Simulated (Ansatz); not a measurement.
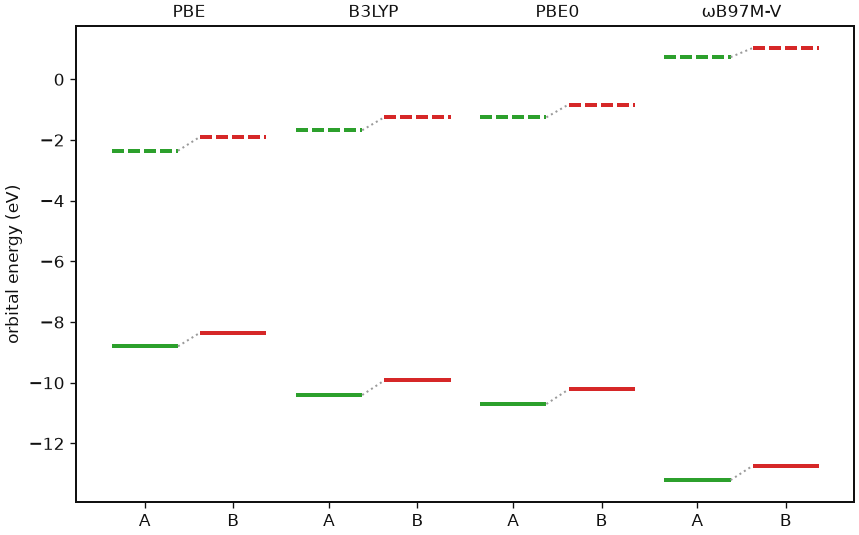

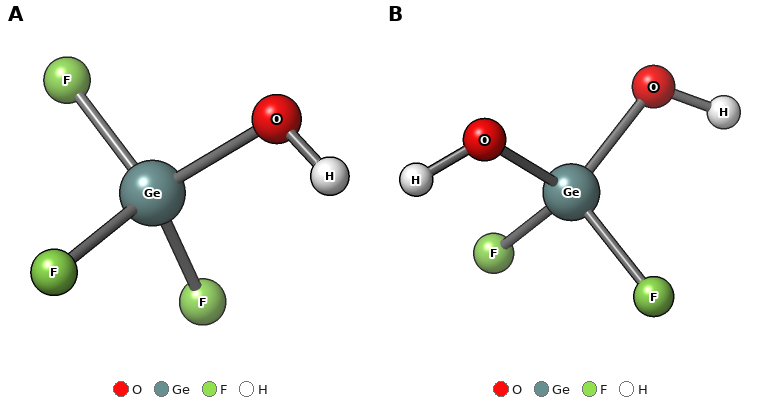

One change: A, GeHOF₃ (SMILES [OH][Ge]([F])([F])[F]), becomes B, GeH₂O₂F₂ (SMILES [OH][Ge]([OH])([F])[F]). F on Ge is replaced by OH. HOMO (solid) and LUMO (dashed) computed in def2-TZVPP at PBE0-D4/def2-TZVP geometries, both minima by their frequencies, gas phase, the Ansatz code. Empty levels above zero depend strongly on the basis.

What does the change do to HOMO and LUMO?

PBE: the HOMO rises by 0.45 eV, the LUMO rises by 0.46 eV, and the separation goes from 6.45 to 6.46 eV. B3LYP: the HOMO rises by 0.48 eV, the LUMO rises by 0.43 eV, and the separation goes from 8.72 to 8.68 eV. PBE0: the HOMO rises by 0.48 eV, the LUMO rises by 0.42 eV, and the separation goes from 9.45 to 9.39 eV. ωB97M-V: the HOMO rises by 0.47 eV, the LUMO rises by 0.30 eV, and the separation goes from 13.94 to 13.77 eV.

Do the functionals agree on the effect?

They agree on the direction for both levels; the HOMO shift lies between 0.45 and 0.48 eV and the LUMO shift between 0.30 and 0.46 eV, while the separations themselves differ by up to 7.5 eV between functionals.
